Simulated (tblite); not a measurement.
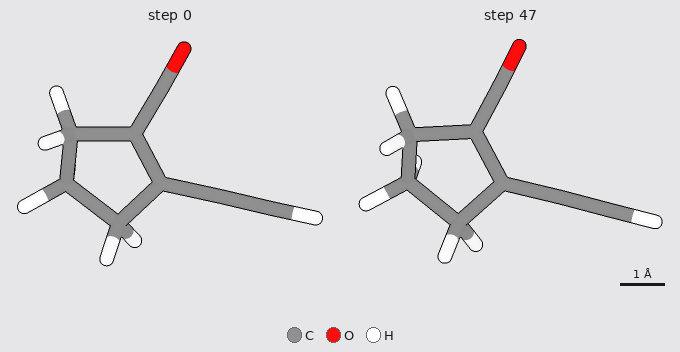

The structure of C8H7O (multiplicity 2) before (left) and after (right) a relaxation, at one scale.

Style: stick. Shown at a tilt.

The calculation used tblite, GFN2-xTB geometry optimisation, gas phase. 

Summarise the run.

Answer. Over 47 geometry steps the energy falls by 0.311 eV. The atom that moves furthest after the best rigid fit is an H atom (0.17 Å). Largest moves by element: H 0.17 Å, O 0.15 Å, C 0.10 Å. Among the contacts that change: C–C 1.411 → 1.314 Å, C–C 1.354 → 1.420 Å, C–C 1.404 → 1.375 Å, C–C 1.496 → 1.520 Å. Bond angles that change, for instance: C–C–C 111.4° → 109.2°, C–C–C 125.6° → 127.8°.
